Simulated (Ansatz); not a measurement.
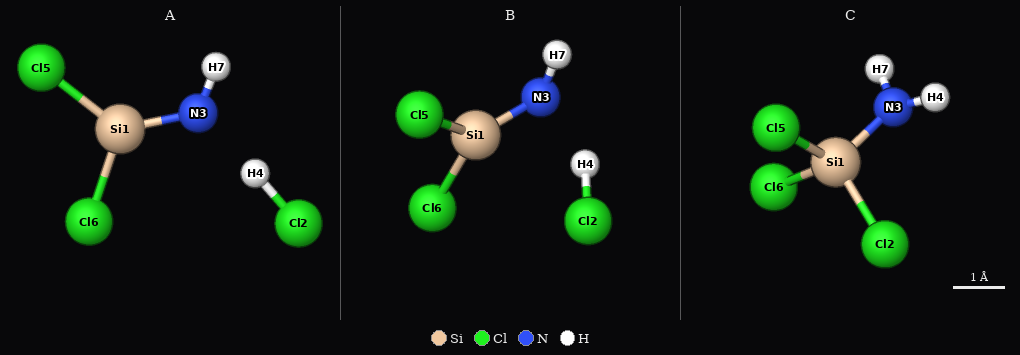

Three geometries of SiNH2Cl3: a saddle point and the two minima that it joins, in shuffled order. A ball-and-stick model, seen face on. Sticks join atoms that are closer than about 1.2 times the sum of their covalent radii (a little more with hydrogen).

Stationary points at PBE0-D4/def2-TZVP, single-point energies with CCSD(T)/CBS, B2PLYP, r2SCAN0-D4, r2SCAN-D4 (def2-TZVPP where no basis is named; Ansatz 0.2.0). The energies are electronic, without zero-point or thermal terms, and both ends are the minima reached downhill from the saddle, with any fragments still in contact. CCSD(T)/CBS stands for a frozen-core estimate: MP2 correlation extrapolated from def2-TZVPP and def2-QZVPP, CCSD(T) minus MP2 from the smaller set.

Which frame is the transition state, what reaction does it lead through, and what barrier is to be expected?

Answer. Frame B is the saddle point. Counted by bonded pieces, C holds SiH₂NCl₃ and A holds HCl + SiHNCl₂. From C over the saddle to A, a bond forms: Cl2–H4 (3.18 → 1.36 → 1.34 Å). Bonds break: Si1–Cl2 (2.03 → 2.94 → 4.04 Å), N3–H4 (1.01 → 1.72 → 1.68 Å). The saddle has one imaginary mode, 156i cm⁻¹. With CCSD(T)/CBS the barrier is 3.39 eV from C and 0.21 eV from A, and A lies 3.19 eV above C. By Pauling bond orders of the changing bonds the saddle lies closer to A, the higher end, as Hammond's postulate suggests.

| level | barrier from C (eV) | barrier from A (eV) | A less C (eV) |
| --- | --- | --- | --- |
| CCSD(T)/CBS | 3.39 | 0.21 | 3.19 |
| B2PLYP | 3.28 | 0.24 | 3.04 |
| r2SCAN0-D4 | 3.46 | 0.16 | 3.30 |
| r2SCAN-D4 | 3.24 | 0.14 | 3.10 |

Against CCSD(T)/CBS, r2SCAN0-D4 comes closest on the barrier from C (+0.07 eV) and r2SCAN-D4 misses most (−0.15 eV).
